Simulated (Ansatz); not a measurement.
# Phonon calculation, with input and output: CH8ClNOSi

CH8ClNOSi, computed with RKS B3LYP-D4/def2-SVP (Ansatz 0.2.0).

It belongs to a series of runs on one base structure; here: vibrations at the highest image of the band. Figures and captions count atoms from 1; the log counts them from 0 in places.

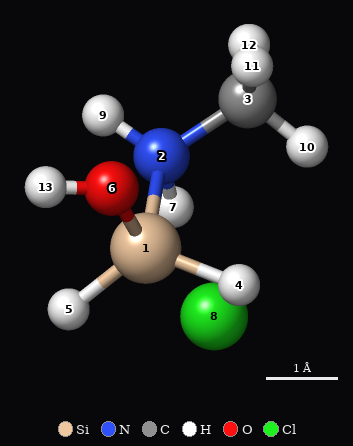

Fig. 1: The structure as given in the input (ball-and-stick view, seen at a tilt; atoms are numbered from 1 in the order of the input).

### Input
```yaml
crystal:
  periodic: [false, false, false]
  atoms:
    - { symbol: Si, position_ang: [-0.537683, 0.114253, 1.150842] }
    - { symbol: "N", position_ang: [0.402726, -0.505407, -0.331348] }
    - { symbol: C, position_ang: [0.315099, 0.344111, -1.538904] }
    - { symbol: H, position_ang: [-0.434445, 1.577167, 1.138519] }
    - { symbol: H, position_ang: [-0.101, -0.691622, 2.307334] }
    - { symbol: O, position_ang: [-2.132728, -0.240694, 0.794188] }
    - { symbol: H, position_ang: [1.431228, -0.349429, 0.121231] }
    - { symbol: Cl, position_ang: [2.44862, 0.576297, 1.207196] }
    - { symbol: H, position_ang: [0.20296, -1.487517, -0.539563] }
    - { symbol: H, position_ang: [0.804256, 1.297626, -1.295535] }
    - { symbol: H, position_ang: [-0.731112, 0.516129, -1.831757] }
    - { symbol: H, position_ang: [0.85856, -0.124495, -2.371311] }
    - { symbol: H, position_ang: [-2.526479, -1.02652, 1.189109] }
basis:
  gaussian: { orbitals: def2-SVP }
hamiltonian:
  xc: b3lyp
  dispersion: d4
phonons: {}
```

Launched with:
```bash
ansatz run input.yaml --threads 2 --pin off --max-ram 3072MiB --backend cpu --events-out ev --progress --plain --runs-dir out
```

### What the program printed
```
Engine: ansatz 0.2.0, x86_64-unknown-linux-gnu
Functional definition: B3LYP
  parameter a0 = 0.2
  parameter ax = 0.72
  parameter ac = 0.81
  exchange = (1 - a0 - ax)*slater_x + ax*b88_x + a0*exact_x
  correlation = (1 - ac)*vwn_rpa_c + ac*lyp_c
1246 factors; integrals over basis functions are off by at most 6.8e-4 eV
mean field evaluation 1: about -25089.3395 eV, gradient 6.5e1 eV
mean field evaluation 2: about -25079.8592 eV, gradient 9.6e1 eV
mean field evaluation 4: about -25097.4315 eV, gradient 3.6e0 eV
mean field evaluation 8: about -25097.4699 eV, gradient 9.0e-2 eV
mean field -25097.46991431 eV, -922.3150076748 hartree, gradient 2.8e-5 eV, S^2 0.000000; 0 other end points of the search recorded, 0 dependent functions left out
the calculation of the forces begins
reference -25097.47017014 eV, -922.3150170764 hartree; 30, 30 occupied and 88, 88 virtual orbitals, 1246 factors
these checks for a lower state are left out or cut short: stability, starts, cluster_reference, orbital_swaps, neighbouring_geometries, increment
1246 factors; integrals over basis functions are off by at most 6.8e-4 eV
mean field evaluation 16: about -25097.4576 eV, gradient 1.8e-1 eV
mean field -25097.46978074 eV, -922.3150027660 hartree, gradient 7.7e-7 eV, S^2 0.000000; 0 other end points of the search recorded, 0 dependent functions left out
[... from here on the field's lines of each further geometry are left out, up to the last ...]
the calculation of the forces begins
reference -25097.47015077 eV, -922.3150163645 hartree; 30, 30 occupied and 88, 88 virtual orbitals, 1246 factors
these checks for a lower state are left out or cut short: stability, starts, cluster_reference, orbital_swaps, neighbouring_geometries, increment
1246 factors; integrals over basis functions are off by at most 6.8e-4 eV
mean field evaluation 480: about -25097.4699 eV, gradient 2.8e-6 eV
mean field -25097.46987681 eV, -922.3150062966 hartree, gradient 2.8e-6 eV, S^2 0.000000; 0 other end points of the search recorded, 0 dependent functions left out
the calculation of the forces begins
reference -25097.47013260 eV, -922.3150156969 hartree; 30, 30 occupied and 88, 88 virtual orbitals, 1246 factors
WARN: phonons: modes at or below zero, which the zero-point energy, F, S and C_V leave out: 1, the lowest at -96.48 cm⁻¹. A minimum has none, and a first-order saddle one
Total energy: -25097.93527367 eV, -922.3321093158 hartree
Atom 0 at    -0.537683     0.114253     1.150842 Å, force    -0.000411    -0.000097    -0.000167 eV/Å
Atom 1 at     0.402726    -0.505407    -0.331348 Å, force    -0.002116    -0.007872     0.007001 eV/Å
Atom 2 at     0.315099     0.344111    -1.538904 Å, force     0.001473     0.004418    -0.006304 eV/Å
Atom 3 at    -0.434445     1.577167     1.138519 Å, force    -0.000225    -0.000084    -0.000540 eV/Å
Atom 4 at    -0.101000    -0.691622     2.307334 Å, force    -0.000113    -0.000158    -0.000115 eV/Å
Atom 5 at    -2.132728    -0.240694     0.794188 Å, force    -0.001989     0.001759    -0.000627 eV/Å
Atom 6 at     1.431228    -0.349429     0.121231 Å, force    -0.001012     0.000915    -0.001236 eV/Å
Atom 7 at     2.448620     0.576297     1.207196 Å, force     0.000122     0.001031    -0.000060 eV/Å
Atom 8 at     0.202960    -1.487517    -0.539563 Å, force     0.002128     0.000177    -0.001638 eV/Å
Atom 9 at     0.804256     1.297626    -1.295535 Å, force     0.000795    -0.001257     0.000681 eV/Å
Atom 10 at    -0.731112     0.516129    -1.831757 Å, force     0.000864     0.000471     0.000434 eV/Å
Atom 11 at     0.858560    -0.124495    -2.371311 Å, force    -0.001937     0.000856     0.001657 eV/Å
Atom 12 at    -2.526479    -1.026520     1.189109 Å, force     0.002421    -0.000157     0.000915 eV/Å
Dipole moment:    -1.071469    -0.718604    -0.620714 e Å
Vibrations: -96.48 83.75 121.83 160.86 214.19 245.04 282.23 394.70 555.43 620.96 715.35 775.56 838.82 861.64 886.85 916.95 1035.63 1081.90 1140.73 1203.14 1334.82 1423.72 1452.93 1481.71 1486.86 1971.10 2304.41 2363.90 3048.88 3145.90 3156.96 3489.15 3883.50 cm⁻¹, zero-point energy 2.645783 eV
```

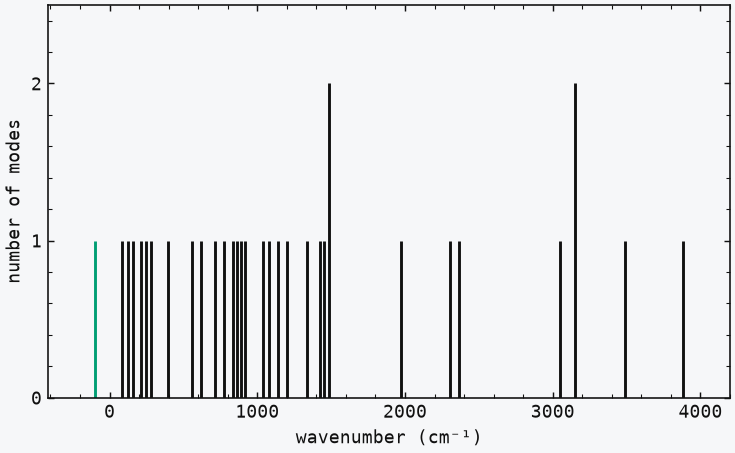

Fig. 2: Harmonic vibrational wavenumbers from the force constants; neighbouring modes closer than 18 cm⁻¹ are counted in one stick, and imaginary ones are drawn at negative wavenumbers. 33 modes from 96i to 3883 cm⁻¹, 1 imaginary beyond 8i (96i cm⁻¹): not a clean minimum; so soft a mode can be a shallow saddle, an incomplete relaxation or noise of the force constants.

### Results in brief

- outcome: converged
- total energy: −25097.9353 eV
- mean-field energy: −25097.4702 eV
- largest force (length of the vector): 0.011 eV/Å
- hardware: 2 threads of AMD EPYC (Zen 5), 16 GiB of memory available, shared host
- wall time: 90 s (CPU time 2.9 min)
- peak memory: 0.3 GiB
